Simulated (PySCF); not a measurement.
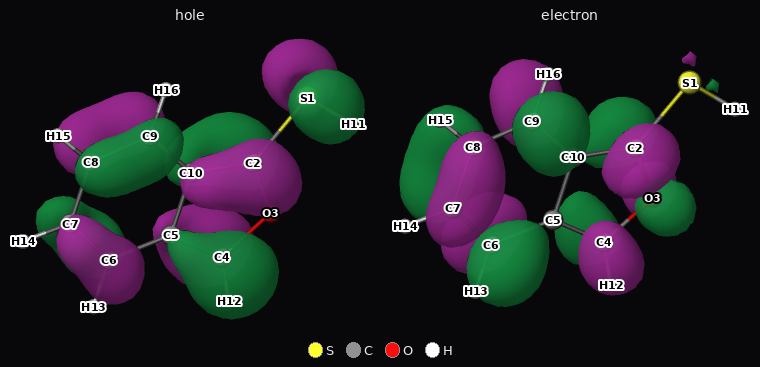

*C$_{8}$H$_{6}$OS, SMILES `Sc1occ2ccccc12`. Leading natural transition orbital pair of S₁ (full linear response singlet states); the surfaces enclose about 78 % of each orbital's density.*

Method: BHandHLYP/6-31G*; geometry: GFN2-xTB; program: PySCF. No frequency check shows the geometry to be a minimum. GFN2-xTB bond lengths at metals and heavier atoms can be off by up to 0.1 Å and shapes distorted, which carries into these values. Without diffuse functions Rydberg states are missing, so the states' numbers hold for this basis only.

Input script:

```python
import numpy as np
from pyscf import gto, scf, dft, tdscf
from pyscf.scf import atom_ks, atom_hf
from scipy.linalg import block_diag

def solve(mol, dm0=None, hcore=None):
    mf = (dft.UKS if mol.spin else dft.RKS)(mol, xc='bhandhlyp')
    mf.grids.level = 3
    mf = mf.density_fit(auxbasis='def2-universal-jkfit')
    mf.conv_tol, mf.max_cycle = 1e-8, 80
    if hcore is not None:
        mf.get_hcore = lambda *args: hcore
    mf.kernel(dm0)
    if not mf.converged:
        mf = mf.newton().run(mf.mo_coeff, mf.mo_occ, max_cycle=30)
    assert mf.converged, 'SCF not converged'
    return mf

mol = gto.M(atom='''
S     -2.67598    -0.83318     0.00000
C     -1.20585     0.11371     0.00000
O     -1.30503     1.45052     0.00000
C     -0.05889     1.96886     0.00000
C      0.87231     0.95597     0.00000
C      2.28585     0.90651     0.00000
C      2.88936    -0.31270     0.00000
C      2.14433    -1.52030     0.00000
C      0.78308    -1.51993     0.00000
C      0.12137    -0.27520     0.00000
H     -3.47224     0.23309     0.00000
H      0.02617     3.03593     0.00000
H      2.85382     1.82417     0.00000
H      3.96761    -0.37926     0.00000
H      2.68365    -2.45579     0.00000
H      0.20761    -2.43293     0.00000
''', basis='6-31g*', charge=0, spin=0, verbose=4)
mf = solve(mol)
td = mf.TDDFT()
td.nstates, td.singlet, td.conv_tol = 6, True, 1e-5
td.kernel()
td.analyze()
x, y = np.array([p[0] for p in td.xy]), np.array([p[1] + 0 * p[0] for p in td.xy])
f, mu = td.oscillator_strength(), td.transition_dipole()
nto = [td.get_nto(state=i + 1, verbose=4) for i in range(len(td.e))]
# spherically averaged free atoms, for the promolecule
atm = atom_ks.get_atm_nrks(mol, xc='bhandhlyp')
pro = block_diag(*[(atm[a[0]][2] * atm[a[0]][3]) @ atm[a[0]][2].T for a in mol._atom])
np.savez('result.npz', e=td.e, f=f, ok=td.converged, w=[n[0] for n in nto], nto=[n[1] for n in nto], x=x, y=y, c=mf.mo_coeff, occ=mf.mo_occ, eps=mf.mo_energy, pro=pro, mu=mu)
```

Run with:

```sh
OMP_NUM_THREADS=1 python input.py
```

The run took 20 min on 1 thread of Intel(R) Xeon(R) Processor, on a shared host, peak memory 1.1 GiB.

**Give its energy, strength and character.**

3.74 eV (331 nm), f = 0.160 (bright), π → π*; the leading pair carries 98 %; hole on C4 (22 %), C2 (17 %) and S1 (13 %), electron on C6 and C9 (15 % each), C2, C7 and C8 (11 % each) and C4 (10 %); their centroids lie 0.9 Å apart. The HOMO–LUMO gap is 5.76 eV.
